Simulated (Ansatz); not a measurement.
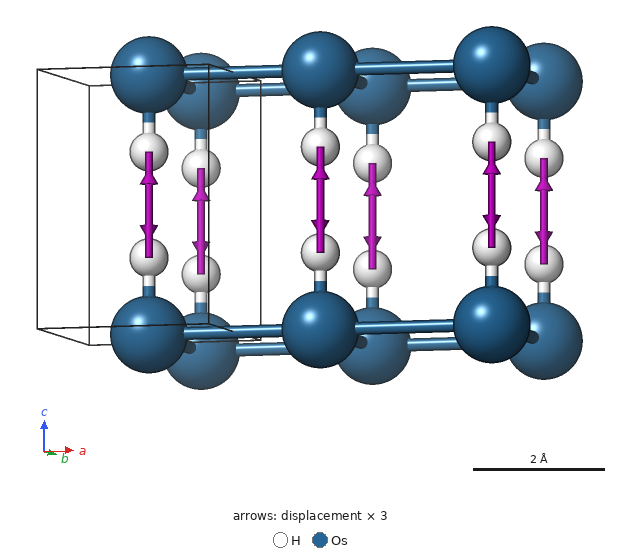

This is a relaxation of solid H2Os (a generated structure, set up in P4/mmm) (coarse preliminary run). The starting structure is drawn; purple arrows show the displacements (the part carried along by the change of the cell is left out), magnified 3 times.

A ball-and-stick model of the cell of the calculation, repeated 3 × 2 × 1 with one cell outlined, seen from a free direction.

The calculation used Ansatz 0.2.0, DFT PBE, scalar-relativistic, plane waves, PAW. Set-up: plane-wave cutoff 420 eV; k-point mesh 6 × 6 × 4; occupations gaussian; smearing width 0.1 eV; no spin polarisation; cell and atoms relaxed; force threshold 0.04 eV/Å; at most 70 steps.

> Which element moves most?

Hydrogen: up to 0.46 Å, against 0.00 Å for osmium.

> Describe the change and its energy.

The energy falls by 3231 meV per atom in 8 accepted moves (10 points after the start). The largest force component goes from 23 to 0.0024 eV/Å. Pressure: 75.83 GPa at the start and 0.03 GPa at the end. The SCF was repeated twice at an unchanged geometry on a basis and grid sized afresh for the cell, which shifted the energy by 3.1 meV per atom at most. The largest moves relative to the cell, 0.46 Å, are those of H atoms. Os stays in place. Cell: a = b 2.739 → 2.486 Å (−9.3 %), c 3.985 → 4.626 Å (+16.1 %). Volume −4.4 %. Near-neighbour distances that change, for instance: H–H 1.628 → 0.972 Å, H–Os 1.179 → 1.827 Å, Os–Os 2.739 → 2.486 Å. The space group stays P4/mmm (No. 123). Cost: 8.3 s on 1 thread of Arm Neoverse V2 (shared host), peak memory 0.28 GiB.

Limits of the set-up: the k-point mesh is coarse for a cell with partly filled bands.
